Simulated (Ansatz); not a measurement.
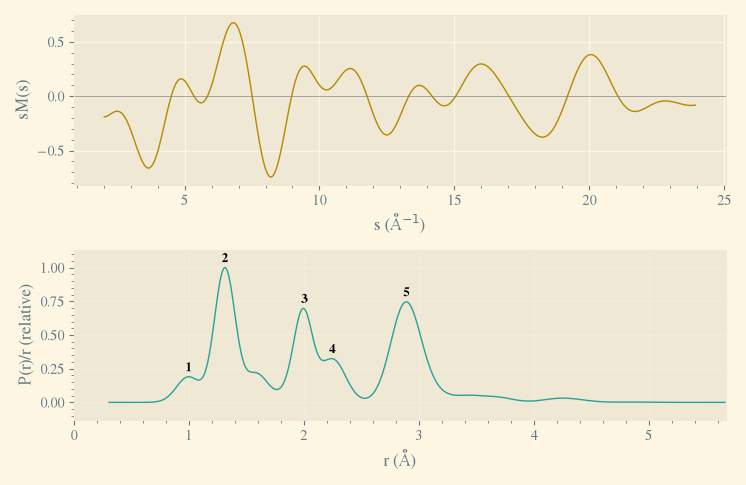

Simulated gas electron diffraction: reduced molecular intensity sM(s) from the Debye equation in the first Born approximation (top) and the radial distribution curve (bottom) of CH4AlNO. Each pair of atoms contributes with weight ZᵢZⱼ/r; damping constant 0.002 Å²; vibrational amplitudes assumed, not computed: 0.05 Å for bonds, 0.078 Å for bonds to H, 0.06 + 0.015 r up to 0.15 Å for other pairs. The geometry is the end point of an optimisation (RKS PBE0/def2-SVP (Ansatz 0.2.0)); it may be a saddle point or a higher isomer. SMILES: N=[C](O)[AlH2].

Assign the numbered peaks of the radial distribution curve (– bonded, ··· not bonded).

Peak 1, 1.00 Å: O–H 0.97 Å, N–H 1.02 Å
Peak 2, 1.31 Å: N–C 1.27 Å, O–C 1.35 Å, not resolved; in its flanks Al–H 1.58–1.59 Å
Peak 3, 2.00 Å: C···H 1.87–1.90 Å (×2), Al–C 1.99 Å, not resolved
Peak 4, 2.24 Å: N···H 2.23 Å, O···N 2.25 Å
Peak 5, 2.89 Å: Al···O 2.85 Å, Al···N 2.93 Å, not resolved
